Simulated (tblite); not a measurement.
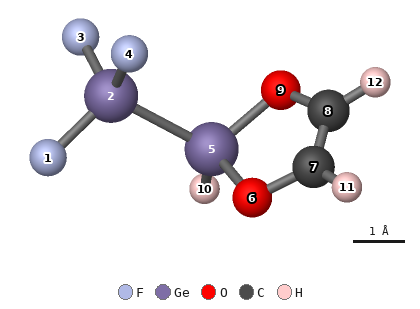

Figure 1. The starting structure (ball-and-stick view, seen at a tilt; atoms are numbered from 1 in the order of the input). Sticks mark near contacts. Bond lengths as drawn: C–C 1.33 Å, C–H 1.09 Å, C–O 1.39 to 1.40 Å, F–Ge 1.75 to 1.77 Å, Ge–Ge 2.38 Å, Ge–H 1.55 Å and Ge–O 1.79 Å.

Run report: C₂H₃F₃Ge₂O₂, geometry relaxation (part 1 of 3)

The run: geometry relaxation of C₂H₃F₃Ge₂O₂, SMILES [F][Ge]([F])([F])[GeH]1[O]C=C[O]1. Method and program: GFN2-xTB geometry optimisation, gas phase (tblite 0.8.0).

It belongs to a series of runs on one base structure; here: C-C bond made double.

Log
```
step      E/eV     max force
  0    -875.10427    1.027
  1    -875.15400    0.845
  2    -875.22733    0.923
  3    -875.25070    0.477
  4    -875.27963    0.564
  5    -875.30006    0.431
  6    -875.32046    0.461
  7    -875.34414    0.421
  8    -875.36043    0.329
  9    -875.36893    0.242
 10    -875.37347    0.195
 11    -875.37916    0.240
 12    -875.38735    0.345
 13    -875.39559    0.306
 14    -875.40017    0.162
 15    -875.40193    0.106
 16    -875.40273    0.084
 17    -875.40336    0.080
 18    -875.40409    0.082
 19    -875.40475    0.082
 20    -875.40522    0.052
 21    -875.40545    0.037
 22    -875.40555    0.025
 23    -875.40560    0.014
 24    -875.40563    0.020
 25    -875.40567    0.031
 26    -875.40572    0.037
 27    -875.40578    0.029
 28    -875.40583    0.020
 29    -875.40587    0.022
 30    -875.40593    0.031
 31    -875.40603    0.049
 32    -875.40621    0.061
 33    -875.40648    0.057
 34    -875.40677    0.049
 35    -875.40703    0.056
 36    -875.40725    0.056
 37    -875.40747    0.042
 38    -875.40769    0.052
 39    -875.40786    0.039
 40    -875.40796    0.023
 41    -875.40800    0.015
 42    -875.40803    0.014
 43    -875.40806    0.017
 44    -875.40811    0.030
 45    -875.40818    0.038
 46    -875.40825    0.029
 47    -875.40831    0.021
 48    -875.40835    0.015
 49    -875.40838    0.021
 50    -875.40841    0.018
 51    -875.40843    0.012
 52    -875.40844    0.011
 53    -875.40846    0.015
 54    -875.40849    0.021
 55    -875.40853    0.019
 56    -875.40856    0.013
 57    -875.40859    0.011
 58    -875.40861    0.013
 59    -875.40862    0.010
```

Trajectory as extended XYZ (Å, eV, eV/Å), 60 frames, from step=0 to step=59
```
12
Properties=species:S:1:pos:R:3:forces:R:3 step=0 energy=-875.10427
F     3.3921    0.4903    0.8228    0.3450  -0.2260   0.0710
Ge    2.2427   -0.4846   -0.0961   -0.3500   0.3990  -0.0370
F     2.9837   -0.9693   -1.6087    0.3950  -0.2610  -0.0260
F     1.8368   -1.9152    0.8325    0.3350  -0.3180   0.1260
Ge    0.2604    0.7738   -0.5029   -0.8590   0.5050  -0.2470
O    -0.6751    1.0231    0.9981   -0.2750   0.0530   0.3150
C    -1.8631    0.3108    0.9122   -0.2210  -0.4150  -0.5830
C    -2.0487   -0.3693   -0.2179   -0.2090   0.1200   0.4050
O    -1.0291   -0.2779   -1.1660   -0.4770  -0.1270   0.1660
H     0.4386    2.0812   -1.3191   -0.0010  -0.2540   0.1620
H    -2.5901    0.3042    1.7185    0.5790   0.3020  -0.0250
H    -2.9471   -0.9677   -0.3995    0.7370   0.2220  -0.3280
12
Properties=species:S:1:pos:R:3:forces:R:3 step=1 energy=-875.15400
F     3.3970    0.4870    0.8238    0.3090  -0.2260   0.0520
Ge    2.2377   -0.4790   -0.0966   -0.3170   0.3130  -0.0470
F     2.9893   -0.9730   -1.6091    0.3450  -0.2240   0.0330
F     1.8416   -1.9197    0.8343    0.3330  -0.2380   0.0820
Ge    0.2481    0.7810   -0.5065   -0.7480   0.3670  -0.1420
O    -0.6790    1.0238    1.0026   -0.3210  -0.0170   0.1610
C    -1.8662    0.3049    0.9038   -0.0370   0.1350   0.3020
C    -2.0516   -0.3675   -0.2121   -0.1000  -0.1930  -0.3150
O    -1.0359   -0.2797   -1.1637   -0.3950  -0.0730   0.1090
H     0.4385    2.0776   -1.3167   -0.0120  -0.1610   0.1020
H    -2.5818    0.3085    1.7182    0.4870   0.2560  -0.0080
H    -2.9365   -0.9645   -0.4042    0.4550   0.0610  -0.3290
12
Properties=species:S:1:pos:R:3:forces:R:3 step=2 energy=-875.22733
F     3.4145    0.4747    0.8270    0.1810  -0.2270  -0.0110
Ge    2.2198   -0.4602   -0.0989   -0.1420   0.0360  -0.0560
F     3.0091   -0.9860   -1.6085    0.1840  -0.1050   0.2000
F     1.8597   -1.9343    0.8397    0.3080   0.0050  -0.0500
Ge    0.2052    0.8038   -0.5164   -0.3700  -0.0640   0.1620
O    -0.6955    1.0244    1.0146   -0.1080   0.0600  -0.1560
C    -1.8721    0.3007    0.9017    0.1190   0.1150   0.0950
C    -2.0593   -0.3715   -0.2142    0.4330   0.3510   0.2020
O    -1.0590   -0.2848   -1.1565    0.0810   0.0990  -0.3160
H     0.4381    2.0669   -1.3100   -0.0270   0.1640  -0.1030
H    -2.5535    0.3234    1.7174   -0.0860   0.1500   0.4590
H    -2.9059   -0.9579   -0.4220   -0.5730  -0.5840  -0.4280
12
Properties=species:S:1:pos:R:3:forces:R:3 step=3 energy=-875.25070
F     3.4215    0.4684    0.8277    0.1300  -0.2310  -0.0370
Ge    2.2133   -0.4550   -0.1003   -0.0630  -0.0250  -0.0430
F     3.0167   -0.9907   -1.6055    0.1360  -0.0720   0.2370
F     1.8687   -1.9379    0.8403    0.2920   0.0580  -0.0780
Ge    0.1892    0.8086   -0.5165   -0.1430  -0.0760   0.1210
O    -0.7010    1.0255    1.0154    0.0260   0.1630  -0.1440
C    -1.8719    0.3008    0.9016    0.0110   0.2200   0.4230
C    -2.0549   -0.3669   -0.2109   -0.1860  -0.2020  -0.1900
O    -1.0636   -0.2846   -1.1594    0.1390   0.1650  -0.2940
H     0.4376    2.0666   -1.3097   -0.0370   0.1950  -0.1160
H    -2.5478    0.3293    1.7240   -0.0870   0.1080   0.3890
H    -2.9067   -0.9647   -0.4327   -0.2160  -0.3040  -0.2670
12
Properties=species:S:1:pos:R:3:forces:R:3 step=4 energy=-875.27963
F     3.4339    0.4549    0.8278    0.0460  -0.2340  -0.0780
Ge    2.2031   -0.4478   -0.1030    0.0680  -0.0980  -0.0140
F     3.0302   -0.9989   -1.5968    0.0670  -0.0270   0.2740
F     1.8870   -1.9421    0.8399    0.2570   0.1180  -0.1080
Ge    0.1643    0.8149   -0.5154    0.2120  -0.0180  -0.0270
O    -0.7074    1.0312    1.0148    0.0340   0.2060  -0.1020
C    -1.8734    0.3029    0.9073   -0.1570   0.0370   0.2370
C    -2.0574   -0.3667   -0.2090   -0.3970  -0.3360  -0.2190
O    -1.0677   -0.2812   -1.1684   -0.0300   0.2050  -0.0550
H     0.4362    2.0694   -1.3113   -0.0600   0.1770  -0.0950
H    -2.5404    0.3397    1.7399   -0.0720   0.0490   0.2750
H    -2.9071   -0.9770   -0.4518    0.0310  -0.0800  -0.0890
12
Properties=species:S:1:pos:R:3:forces:R:3 step=5 energy=-875.30006
F     3.4450    0.4392    0.8264   -0.0140  -0.2270  -0.1040
Ge    2.1961   -0.4438   -0.1054    0.1640  -0.1270   0.0170
F     3.0426   -1.0062   -1.5843    0.0260  -0.0020   0.2720
F     1.9071   -1.9433    0.8374    0.2210   0.1360  -0.1150
Ge    0.1481    0.8201   -0.5155    0.4060   0.0560  -0.1330
O    -0.7128    1.0396    1.0126   -0.0970   0.1270  -0.0920
C    -1.8779    0.3034    0.9128   -0.2290  -0.0930   0.0350
C    -2.0642   -0.3699   -0.2087   -0.3370  -0.2310  -0.1060
O    -1.0729   -0.2745   -1.1760   -0.2080   0.1960   0.1520
H     0.4338    2.0749   -1.3143   -0.0770   0.1320  -0.0620
H    -2.5356    0.3494    1.7585   -0.0010  -0.0090   0.0980
H    -2.9081   -0.9896   -0.4696    0.1450   0.0430   0.0370
12
Properties=species:S:1:pos:R:3:forces:R:3 step=6 energy=-875.32046
F     3.4558    0.4189    0.8230   -0.0480  -0.2040  -0.1110
Ge    2.1922   -0.4422   -0.1074    0.2200  -0.1190   0.0450
F     3.0556   -1.0137   -1.5664    0.0100   0.0050   0.2320
F     1.9316   -1.9419    0.8327    0.1790   0.1180  -0.1000
Ge    0.1392    0.8263   -0.5178    0.4220   0.0910  -0.1610
O    -0.7211    1.0496    1.0080   -0.2380   0.0080  -0.1110
C    -1.8861    0.3020    0.9180   -0.2120  -0.1420  -0.1270
C    -2.0742   -0.3746   -0.2085   -0.1850  -0.0440   0.0470
O    -1.0823   -0.2642   -1.1808   -0.3020   0.1690   0.2710
H     0.4299    2.0831   -1.3186   -0.0840   0.0860  -0.0340
H    -2.5311    0.3588    1.7791    0.0610  -0.0730  -0.0840
H    -2.9085   -1.0029   -0.4874    0.1770   0.1050   0.1340
12
Properties=species:S:1:pos:R:3:forces:R:3 step=7 energy=-875.34414
F     3.4679    0.3902    0.8165   -0.0470  -0.1510  -0.0900
Ge    2.1924   -0.4431   -0.1090    0.2160  -0.0660   0.0650
F     3.0715   -1.0225   -1.5398    0.0250  -0.0090   0.1360
F     1.9651   -1.9374    0.8247    0.1250   0.0510  -0.0540
Ge    0.1370    0.8346   -0.5230    0.2480   0.0770  -0.1070
O    -0.7364    1.0615    0.9991   -0.3140  -0.1020  -0.1370
C    -1.8994    0.2988    0.9231   -0.1260  -0.1090  -0.2230
C    -2.0886   -0.3802   -0.2074    0.0090   0.1690   0.1770
O    -1.0989   -0.2479   -1.1820   -0.2840   0.1290   0.2820
H     0.4234    2.0955   -1.3249   -0.0810   0.0400  -0.0090
H    -2.5251    0.3683    1.8027    0.0920  -0.1480  -0.2550
H    -2.9077   -1.0183   -0.5062    0.1370   0.1190   0.2160
12
Properties=species:S:1:pos:R:3:forces:R:3 step=8 energy=-875.36043
F     3.4748    0.3675    0.8101    0.0030  -0.0890  -0.0420
Ge    2.1973   -0.4456   -0.1088    0.1340   0.0030   0.0560
F     3.0825   -1.0284   -1.5185    0.0630  -0.0360   0.0330
F     1.9904   -1.9328    0.8179    0.0860  -0.0310   0.0000
Ge    0.1415    0.8408   -0.5279    0.0060   0.0250  -0.0150
O    -0.7521    1.0680    0.9896   -0.2360  -0.0950  -0.1250
C    -1.9107    0.2959    0.9248   -0.0240  -0.0150  -0.1920
C    -2.0993   -0.3825   -0.2052    0.1040   0.2440   0.1740
O    -1.1146   -0.2336   -1.1781   -0.1510   0.0960   0.1480
H     0.4173    2.1055   -1.3299   -0.0700   0.0130   0.0020
H    -2.5204    0.3714    1.8144    0.0450  -0.1830  -0.2700
H    -2.9054   -1.0270   -0.5143    0.0390   0.0690   0.2320
12
Properties=species:S:1:pos:R:3:forces:R:3 step=9 energy=-875.36893
F     3.4774    0.3558    0.8062    0.0630  -0.0420   0.0050
Ge    2.2028   -0.4474   -0.1075    0.0420   0.0340   0.0270
F     3.0880   -1.0313   -1.5082    0.0910  -0.0530  -0.0240
F     2.0030   -1.9308    0.8146    0.0710  -0.0770   0.0320
Ge    0.1456    0.8435   -0.5305   -0.1360  -0.0130   0.0400
O    -0.7631    1.0694    0.9826   -0.0840   0.0030  -0.0750
C    -1.9165    0.2952    0.9235    0.0370   0.0710  -0.0890
C    -2.1039   -0.3808   -0.2030    0.0810   0.1710   0.0580
O    -1.1242   -0.2249   -1.1731   -0.0130   0.0750  -0.0230
H     0.4130    2.1105   -1.3322   -0.0620   0.0030   0.0060
H    -2.5181    0.3686    1.8138   -0.0410  -0.1760  -0.1610
H    -2.9030   -1.0286   -0.5122   -0.0500   0.0050   0.2040
12
Properties=species:S:1:pos:R:3:forces:R:3 step=10 energy=-875.37347
F     3.4794    0.3505    0.8047    0.0980  -0.0170   0.0320
Ge    2.2064   -0.4477   -0.1063   -0.0070   0.0250   0.0020
F     3.0918   -1.0334   -1.5046    0.0960  -0.0540  -0.0360
F     2.0091   -1.9314    0.8139    0.0660  -0.0830   0.0390
Ge    0.1457    0.8444   -0.5310   -0.1500  -0.0150   0.0420
O    -0.7691    1.0701    0.9784    0.0280   0.0990  -0.0160
C    -1.9184    0.2964    0.9215    0.0470   0.1070  -0.0040
C    -2.1051   -0.3776   -0.2019    0.0200   0.0620  -0.0640
O    -1.1285   -0.2198   -1.1710    0.0450   0.0560  -0.1220
H     0.4101    2.1125   -1.3330   -0.0590  -0.0040   0.0100
H    -2.5180    0.3635    1.8096   -0.1000  -0.1540  -0.0570
H    -2.9022   -1.0281   -0.5063   -0.0830  -0.0220   0.1750
12
Properties=species:S:1:pos:R:3:forces:R:3 step=11 energy=-875.37916
F     3.4843    0.3432    0.8034    0.1250   0.0110   0.0560
Ge    2.2103   -0.4474   -0.1050   -0.0400  -0.0060  -0.0260
F     3.0986   -1.0372   -1.5006    0.0860  -0.0450  -0.0360
F     2.0186   -1.9339    0.8138    0.0560  -0.0740   0.0380
Ge    0.1425    0.8457   -0.5312   -0.1020   0.0060   0.0140
O    -0.7759    1.0734    0.9732    0.1210   0.1970   0.0630
C    -1.9201    0.2996    0.9189    0.0300   0.1130   0.0690
C    -2.1066   -0.3728   -0.2017   -0.0500  -0.0570  -0.1780
O    -1.1333   -0.2125   -1.1712    0.0580   0.0230  -0.1990
H     0.4051    2.1148   -1.3336   -0.0550  -0.0160   0.0180
H    -2.5197    0.3546    1.8041   -0.1420  -0.1180   0.0440
H    -2.9026   -1.0283   -0.4963   -0.0880  -0.0320   0.1360
12
Properties=species:S:1:pos:R:3:forces:R:3 step=12 energy=-875.38735
F     3.4953    0.3302    0.8023    0.1380   0.0440   0.0750
Ge    2.2154   -0.4472   -0.1036   -0.0480  -0.0600  -0.0500
F     3.1122   -1.0446   -1.4934    0.0600  -0.0250  -0.0330
F     2.0366   -1.9390    0.8139    0.0350  -0.0510   0.0310
Ge    0.1349    0.8487   -0.5316    0.0020   0.0450  -0.0330
O    -0.7854    1.0832    0.9661    0.1620   0.2640   0.1510
C    -1.9230    0.3060    0.9152   -0.0060   0.0820   0.1160
C    -2.1098   -0.3656   -0.2035   -0.1060  -0.1560  -0.2420
O    -1.1412   -0.1999   -1.1754    0.0180  -0.0270  -0.2400
H     0.3960    2.1187   -1.3346   -0.0480  -0.0300   0.0260
H    -2.5245    0.3393    1.7981   -0.1460  -0.0630   0.1210
H    -2.9052   -1.0305   -0.4796   -0.0620  -0.0240   0.0760
12
Properties=species:S:1:pos:R:3:forces:R:3 step=13 energy=-875.39559
F     3.5115    0.3140    0.8021    0.1160   0.0690   0.0740
Ge    2.2206   -0.4480   -0.1029   -0.0090  -0.1090  -0.0490
F     3.1304   -1.0545   -1.4840    0.0240   0.0000  -0.0320
F     2.0605   -1.9458    0.8142    0.0040  -0.0240   0.0220
Ge    0.1254    0.8538   -0.5330    0.0960   0.0680  -0.0640
O    -0.7957    1.0996    0.9601    0.0970   0.2290   0.1790
C    -1.9274    0.3139    0.9116   -0.0350   0.0220   0.1000
C    -2.1148   -0.3583   -0.2078   -0.1030  -0.1600  -0.1830
O    -1.1518   -0.1849   -1.1847   -0.0570  -0.0650  -0.1990
H     0.3840    2.1233   -1.3355   -0.0340  -0.0280   0.0230
H    -2.5319    0.3209    1.7943   -0.0890  -0.0040   0.1190
H    -2.9096   -1.0349   -0.4602   -0.0110   0.0020   0.0090
12
Properties=species:S:1:pos:R:3:forces:R:3 step=14 energy=-875.40017
F     3.5242    0.3042    0.8030    0.0710   0.0690   0.0520
Ge    2.2238   -0.4502   -0.1033    0.0450  -0.1120  -0.0230
F     3.1428   -1.0610   -1.4782    0.0030   0.0120  -0.0370
F     2.0766   -1.9507    0.8147   -0.0180  -0.0130   0.0170
Ge    0.1201    0.8584   -0.5349    0.0960   0.0420  -0.0440
O    -0.8018    1.1135    0.9588   -0.0110   0.1120   0.1160
C    -1.9308    0.3188    0.9100   -0.0280  -0.0230   0.0340
C    -2.1187   -0.3549   -0.2119   -0.0410  -0.0700  -0.0510
O    -1.1602   -0.1762   -1.1938   -0.0940  -0.0540  -0.1010
H     0.3757    2.1261   -1.3359   -0.0200  -0.0050   0.0060
H    -2.5375    0.3097    1.7942   -0.0200   0.0290   0.0610
H    -2.9130   -1.0384   -0.4488    0.0160   0.0140  -0.0310
12
Properties=species:S:1:pos:R:3:forces:R:3 step=15 energy=-875.40193
F     3.5293    0.3028    0.8043    0.0370   0.0540   0.0300
Ge    2.2253   -0.4529   -0.1038    0.0700  -0.0790   0.0020
F     3.1466   -1.0628   -1.4772    0.0030   0.0090  -0.0430
F     2.0809   -1.9524    0.8152   -0.0220  -0.0190   0.0180
Ge    0.1199    0.8604   -0.5361    0.0420   0.0000  -0.0070
O    -0.8038    1.1195    0.9607   -0.0640   0.0230   0.0320
C    -1.9321    0.3197    0.9101   -0.0100  -0.0310  -0.0070
C    -2.1201   -0.3548   -0.2136    0.0080   0.0050   0.0310
O    -1.1643   -0.1748   -1.1986   -0.0780  -0.0160  -0.0240
H     0.3730    2.1268   -1.3360   -0.0120   0.0160  -0.0090
H    -2.5395    0.3072    1.7957    0.0130   0.0310   0.0150
H    -2.9141   -1.0396   -0.4466    0.0120   0.0080  -0.0380
12
Properties=species:S:1:pos:R:3:forces:R:3 step=16 energy=-875.40273
F     3.5313    0.3041    0.8055    0.0190   0.0390   0.0150
Ge    2.2270   -0.4554   -0.1041    0.0710  -0.0410   0.0170
F     3.1472   -1.0628   -1.4782    0.0100   0.0020  -0.0480
F     2.0810   -1.9531    0.8158   -0.0190  -0.0300   0.0220
Ge    0.1210    0.8609   -0.5366   -0.0060  -0.0270   0.0170
O    -0.8051    1.1217    0.9624   -0.0670  -0.0160  -0.0250
C    -1.9326    0.3193    0.9105   -0.0010  -0.0190  -0.0110
C    -2.1203   -0.3553   -0.2138    0.0200   0.0280   0.0480
O    -1.1667   -0.1754   -1.2008   -0.0430   0.0180   0.0170
H     0.3723    2.1272   -1.3361   -0.0090   0.0230  -0.0130
H    -2.5398    0.3078    1.7970    0.0210   0.0230  -0.0070
H    -2.9141   -1.0398   -0.4475    0.0040   0.0010  -0.0320
12
Properties=species:S:1:pos:R:3:forces:R:3 step=17 energy=-875.40336
F     3.5335    0.3055    0.8067    0.0080   0.0260   0.0060
Ge    2.2296   -0.4581   -0.1040    0.0590  -0.0060   0.0240
F     3.1483   -1.0629   -1.4797    0.0170  -0.0040  -0.0510
F     2.0812   -1.9544    0.8166   -0.0130  -0.0400   0.0250
Ge    0.1216    0.8609   -0.5367   -0.0350  -0.0370   0.0270
O    -0.8074    1.1235    0.9631   -0.0450  -0.0290  -0.0590
C    -1.9331    0.3188    0.9109    0.0010  -0.0030  -0.0010
C    -2.1206   -0.3555   -0.2135    0.0090   0.0210   0.0350
O    -1.1695   -0.1751   -1.2022   -0.0070   0.0430   0.0390
H     0.3714    2.1281   -1.3365   -0.0080   0.0180  -0.0100
H    -2.5397    0.3085    1.7979    0.0170   0.0140  -0.0110
H    -2.9140   -1.0399   -0.4486   -0.0040  -0.0030  -0.0220
12
Properties=species:S:1:pos:R:3:forces:R:3 step=18 energy=-875.40409
F     3.5373    0.3067    0.8082    0.0020   0.0150  -0.0010
Ge    2.2343   -0.4615   -0.1033    0.0350   0.0250   0.0240
F     3.1510   -1.0639   -1.4818    0.0220  -0.0090  -0.0470
F     2.0827   -1.9571    0.8181   -0.0060  -0.0450   0.0260
Ge    0.1212    0.8606   -0.5366   -0.0440  -0.0320   0.0230
O    -0.8118    1.1261    0.9624   -0.0060  -0.0260  -0.0750
C    -1.9342    0.3185    0.9113   -0.0030   0.0120   0.0120
C    -2.1216   -0.3553   -0.2129   -0.0140   0.0010   0.0040
O    -1.1739   -0.1729   -1.2035    0.0300   0.0590   0.0490
H     0.3694    2.1296   -1.3372   -0.0090   0.0020   0.0000
H    -2.5394    0.3087    1.7987    0.0050   0.0050  -0.0010
H    -2.9138   -1.0403   -0.4493   -0.0120  -0.0090  -0.0120
12
Properties=species:S:1:pos:R:3:forces:R:3 step=19 energy=-875.40475
F     3.5422    0.3069    0.8096    0.0010   0.0080  -0.0040
Ge    2.2399   -0.4645   -0.1022    0.0090   0.0380   0.0160
F     3.1554   -1.0656   -1.4841    0.0210  -0.0080  -0.0360
F     2.0858   -1.9611    0.8200    0.0010  -0.0400   0.0220
Ge    0.1195    0.8604   -0.5363   -0.0270  -0.0120   0.0070
O    -0.8170    1.1293    0.9601    0.0270  -0.0110  -0.0620
C    -1.9359    0.3188    0.9116   -0.0110   0.0200   0.0160
C    -2.1232   -0.3547   -0.2124   -0.0320  -0.0170  -0.0230
O    -1.1787   -0.1688   -1.2043    0.0460   0.0530   0.0420
H     0.3666    2.1315   -1.3380   -0.0100  -0.0180   0.0120
H    -2.5394    0.3082    1.7995   -0.0080   0.0000   0.0150
H    -2.9140   -1.0411   -0.4496   -0.0180  -0.0130  -0.0060
```
